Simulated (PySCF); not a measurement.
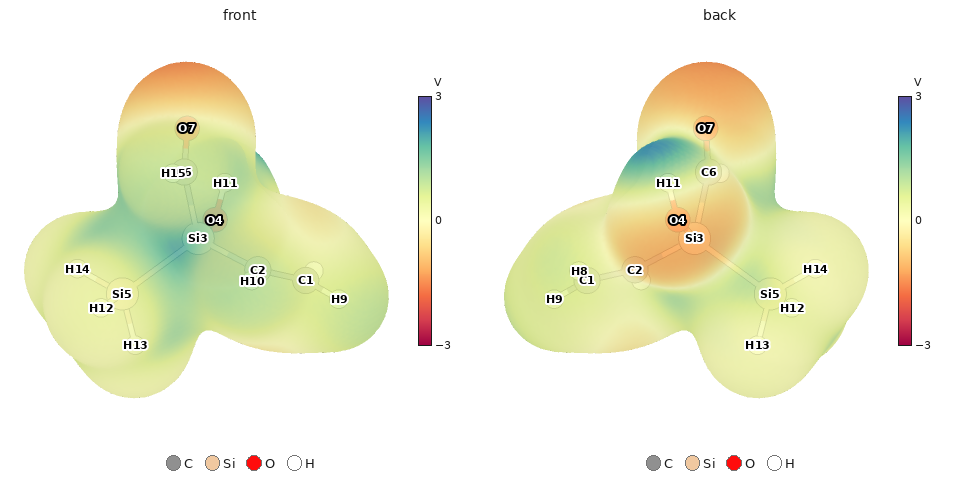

Figure 1: C₃H₈O₂Si₂. The electrostatic potential painted on the density surface at 0.002 e/bohr³, seen from the front and from behind; red is negative and blue positive.

Geometry: GFN2-xTB.

All numbers below come from B3LYP/def2-SVPD, SCF density, gas phase (PySCF 2.14.0).

Input file:

```
{"job": {"kind": "uv", "xc": "B3LYP", "basis": "def2-SVPD", "nstates": 8, "ntriplets": 3}, "charge": 0, "multiplicity": 1}
C     -1.316162    -1.904619     1.139011
C     -1.151847    -1.040064     0.148724
Si     0.187261     0.297231     0.108804
O      1.003904     0.374355     1.516829
Si     1.750222     0.064278    -1.578124
C     -0.807815     1.938936     0.002270
O     -0.704640     2.781458     0.863631
H     -0.687300    -1.880223     2.014131
H     -2.075793    -2.671330     1.123566
H     -1.805019    -1.116908    -0.712968
H      0.755905     1.021261     2.176686
H      1.105412     0.130665    -2.894807
H      2.439469    -1.225702    -1.502046
H      2.779702     1.107638    -1.566431
H     -1.477713     2.131016    -0.861188
```

Command:

```sh
OMP_NUM_THREADS=1 python probes_run.py task.json out
```

### Describe the electrostatic potential map.

The most negative region (about −1.4 V, or −32 kcal/mol for a unit charge) lies over O7, the most positive (about +2.2 V, or +51 kcal/mol for a unit charge) over H11. O7 is the likeliest acceptor of a hydrogen bond.

### What dipole moment does the calculation give?

Its dipole moment is 2.04 D.
